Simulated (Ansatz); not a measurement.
# Calculations on SiH4O2ClF

### Relaxation

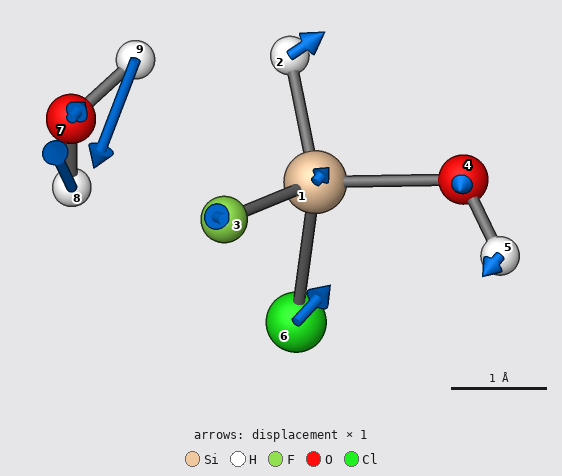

A relaxation of SiH$_{4}$O$_{2}$ClF. The starting structure is drawn; blue arrows show the displacements, at their true length. The two geometries are superimposed by the best rigid fit.

A ball-and-stick model, seen at a tilt.

The run prepares an end point of a later path (reaction) calculation, from a guessed geometry.

Theory: RKS B3LYP-D4/def2-SVP in Ansatz 0.2.0.

Input file:
```yaml
crystal:
  periodic: [false, false, false]
  atoms:
    - { symbol: Si, position_ang: [-0.272689, 0.133706, -0.042675] }
    - { symbol: H, position_ang: [-0.12598, 0.044278, 1.409999] }
    - { symbol: F, position_ang: [1.134596, 0.226023, -0.824835] }
    - { symbol: O, position_ang: [-1.13617, 1.501165, -0.327348] }
    - { symbol: H, position_ang: [-1.371993, 1.72781, -1.235245] }
    - { symbol: Cl, position_ang: [-1.314087, -1.490007, -0.811962] }
    - { symbol: O, position_ang: [1.137157, -2.061754, 1.181536] }
    - { symbol: H, position_ang: [0.584579, -2.745156, 0.775099] }
    - { symbol: H, position_ang: [0.535787, -1.649665, 1.842532] }
basis:
  gaussian: { orbitals: def2-SVP }
hamiltonian:
  xc: b3lyp
  dispersion: d4
relax:
  f_tol: 0.03
  max_steps: 50
```

Launched with:
```bash
ansatz run input.yaml --threads 2 --pin off --max-ram 3072MiB --backend cpu --events-out ev --progress --plain --runs-dir out
```

Q: What happened in the run?

A: The atom that moves furthest after the best rigid fit is H9 (1.35 Å). Largest moves by element: H 1.35 Å, Cl 0.63 Å, F 0.48 Å, O 0.34 Å, Si 0.24 Å. Near-neighbour distances that change, for instance: O7–H9 0.984 → 0.968 Å, Si1–F3 1.613 → 1.627 Å. Bond angles that change, for instance: H2–Si1–Cl6 111.7° → 114.2°. Over 20 accepted moves (22 points after the start) the energy falls by 20.6 kJ/mol. The largest force component goes from 0.58 to 0.03 eV/Å. The line search rejected the trial steps at points 10, 15 of the run. Cost: 43 s on 2 threads of AMD EPYC 7R43 64-Core Processor (Zen 3), on a shared host, peak memory 0.21 GiB.

### Relaxation

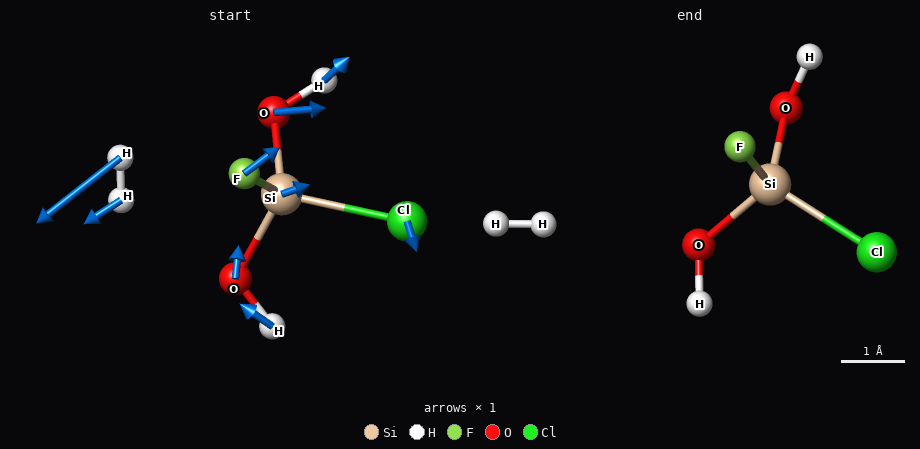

The structure of SiH4O2ClF before (left) and after (right) a relaxation, at one scale. The blue arrows give the displacements, at their true length.

The picture is a ball-and-stick view, seen at a tilt.

The run prepares an end point of a later path (reaction) calculation, from a guessed geometry.

These are results of RKS B3LYP-D4/def2-SVP (Ansatz 0.2.0), not measurements.

The input:
```yaml
crystal:
  periodic: [false, false, false]
  atoms:
    - { symbol: Si, position_ang: [-0.073392, -0.542451, -0.314062] }
    - { symbol: H, position_ang: [0.739614, 0.561413, 1.974465] }
    - { symbol: F, position_ang: [1.340821, 0.159338, -0.608326] }
    - { symbol: O, position_ang: [-1.176253, 0.571969, 0.16132] }
    - { symbol: H, position_ang: [-1.804918, 0.853219, -0.512181] }
    - { symbol: Cl, position_ang: [-0.672566, -1.37422, -2.112253] }
    - { symbol: O, position_ang: [0.128216, -1.766394, 0.790128] }
    - { symbol: H, position_ang: [-0.027608, -2.647134, 0.425763] }
    - { symbol: H, position_ang: [0.717286, -0.129341, 2.162246] }
basis:
  gaussian: { orbitals: def2-SVP }
hamiltonian:
  xc: b3lyp
  dispersion: d4
relax:
  f_tol: 0.03
  max_steps: 50
```

Run as
```bash
ansatz run input.yaml --threads 2 --pin off --max-ram 3072MiB --backend cpu --events-out ev --progress --plain --runs-dir out
```

What changed between the two?

The energy falls by 20.7 kJ/mol in 26 accepted moves (31 points after the start). Largest force component: 1.8 eV/Å at the start, 0.016 eV/Å at the end. The line search rejected the trial steps at points 3, 13, 15, 22, 23 of the run. The forces were under the threshold at step 14, but the run went on from there. The atom that moves furthest after the best rigid fit is H2 (1.71 Å). By element the largest moves are H 1.71 Å, O 0.85 Å, F 0.72 Å, Cl 0.52 Å, Si 0.48 Å. Near-neighbour distances that change, for instance: H2–H9 0.716 → 0.762 Å, Si1–O7 1.661 → 1.635 Å, Si1–Cl6 2.070 → 2.059 Å, Si1–F3 1.606 → 1.614 Å. Among the angles between lasting bonds that change: O4–Si1–O7 113.0° → 107.1°, Si1–O7–H8 113.7° → 118.0°, O4–Si1–Cl6 109.3° → 113.0°. Groups turn about Si1–O4 by about 65°, Si1–O7 by about 25°. The run took 59 s on 2 threads of AMD EPYC 7R43 64-Core Processor (Zen 3), with other jobs on the host, peak memory 0.23 GiB.

Limits of the set-up: the start holds two separate molecules, 2.2 Å apart at their closest, whose relative position is a soft coordinate.

### Path

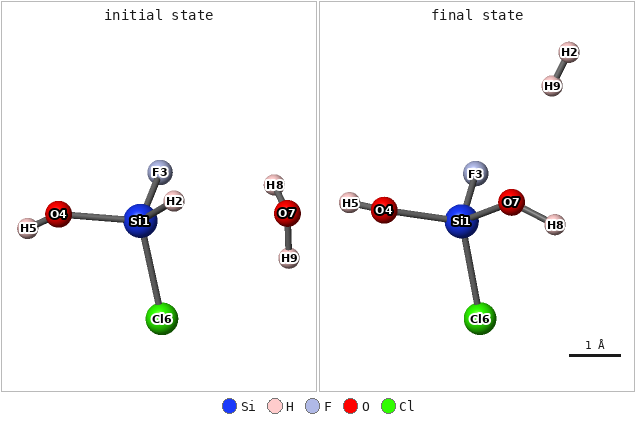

The two relaxed end points of a path for SiH₄O₂ClF, made up at the start of SiH$_{2}$OClF and H₂O. The picture is a ball-and-stick view, seen at a tilt.

The calculation used Ansatz, RKS B3LYP-D4/def2-SVP.

Set-up: 9 movable images; climbing image; force threshold 0.03 eV/Å; iteration limit 60.

Start:
```xyz
9

Si   -0.4013    0.2147    0.1122
H    -0.1413    0.5572    1.5085
F     0.9351   -0.2558   -0.6884
O    -0.9798    1.5753   -0.6097
H    -1.2720    1.5279   -1.5282
Cl   -1.7782   -1.3191   -0.1464
O     0.9562   -2.0161    1.4594
H     1.5576   -1.9429    0.7039
H     0.2950   -2.6547    1.1558
```

End:
```xyz
9

Si   -0.5270   -0.4534   -0.6182
H     2.0479   -0.5943    2.9979
F     0.8907   -0.0734   -1.2906
O    -1.3878    0.9089   -0.3589
H    -1.3239    1.6177   -1.0095
Cl   -1.4414   -1.7428   -1.9383
O    -0.3271   -1.1790    0.8332
H    -0.2333   -2.1390    0.8498
H     1.4732   -0.6583    2.5017
```

### What barrier does the band find between them, and by what path?

Forward barrier 35.5 kcal/mol, backward barrier 50.3 kcal/mol, with image 5 at the top; the reaction energy is −14.8 kcal/mol. Breaking: O7–H9 (0.97 → 1.15 at the top → 2.51 Å), Si1–H2 (1.46 → 1.68 at the top → 4.44 Å). Forming: H2–H9 (3.26 → 1.12 at the top → 0.76 Å), Si1–O7 (2.94 → 1.82 at the top → 1.63 Å). The band is converged.

Energies of the converged images:

```json
{"image": "0", "path (Å)": "0.00", "E (kcal/mol)": "0.0"}
{"image": "1", "path (Å)": "1.02", "E (kcal/mol)": "1.1"}
{"image": "2", "path (Å)": "2.04", "E (kcal/mol)": "2.3"}
{"image": "3", "path (Å)": "3.05", "E (kcal/mol)": "7.3"}
{"image": "4", "path (Å)": "4.07", "E (kcal/mol)": "15.8"}
{"image": "5", "path (Å)": "5.09", "E (kcal/mol)": "35.5"}
{"image": "6", "path (Å)": "6.15", "E (kcal/mol)": "-7.3"}
{"image": "7", "path (Å)": "7.21", "E (kcal/mol)": "-14.2"}
{"image": "8", "path (Å)": "8.27", "E (kcal/mol)": "-14.2"}
{"image": "9", "path (Å)": "9.32", "E (kcal/mol)": "-14.6"}
{"image": "10", "path (Å)": "10.38", "E (kcal/mol)": "-14.8"}
```

The geometry at the top of the path:

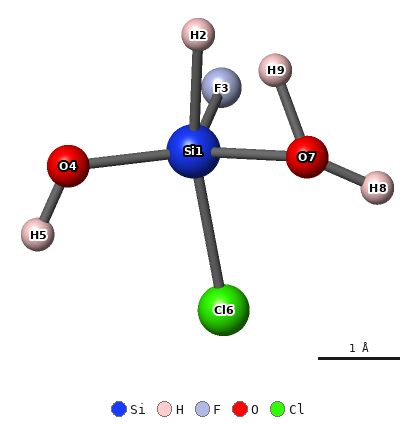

Limits of the set-up: the start holds two separate molecules, 2.3 Å apart at their closest, whose relative position is a soft coordinate.
